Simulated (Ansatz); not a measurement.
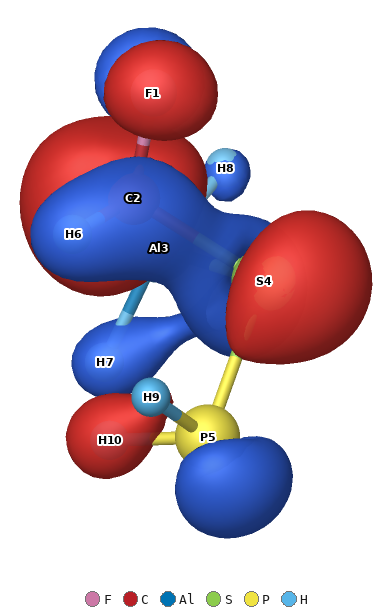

The picture shows: CH₅AlFPS. One frontier orbital at ±0.1 Å⁻³ᐟ² (red and blue are the two phases), seen at an oblique angle.

These are results of RKS LDA/def2-mTZVP (Ansatz 0.2.0), not measurements.

Input

```
crystal:
  periodic: [false, false, false]
  atoms:
    - { symbol: F, position_ang: [-1.2456, -0.3121, 0.8838] }
    - { symbol: C, position_ang: [-0.0773, -0.2195, 0.2245] }
    - { symbol: Al, position_ang: [0.6416, -2.0565, 0.1152] }
    - { symbol: S, position_ang: [-0.2163, 0.4269, -1.4735] }
    - { symbol: P, position_ang: [-0.6574, 2.4689, -0.9143] }
    - { symbol: H, position_ang: [0.6351, 0.4295, 0.7986] }
    - { symbol: H, position_ang: [2.1134, -2.305, -0.5691] }
    - { symbol: H, position_ang: [-0.1038, -3.2667, 0.739] }
    - { symbol: H, position_ang: [-1.5423, 2.1826, 0.2522] }
    - { symbol: H, position_ang: [0.5356, 2.6007, -0.0536] }
basis:
  gaussian: { orbitals: def2-mTZVP }
hamiltonian:
  xc: lda
relax:
  f_tol: 0.015
  max_steps: 40
output:
  orbitals: {}
```

Command:

```sh
ansatz run input.yaml --threads 2 --pin off --max-ram 3072MiB --backend cpu --events-out ev --progress --plain --runs-dir out
```

The fields are those of the relaxed geometry.

> Which orbital is it: HOMO or LUMO?

The HOMO, at −6.23 eV. By Hirshfeld shares it lies mainly on C2 (about 30 %), S4 (about 20 %), Al3 (about 15 %), F1 (about 15 %) and P5 (about 10 %).
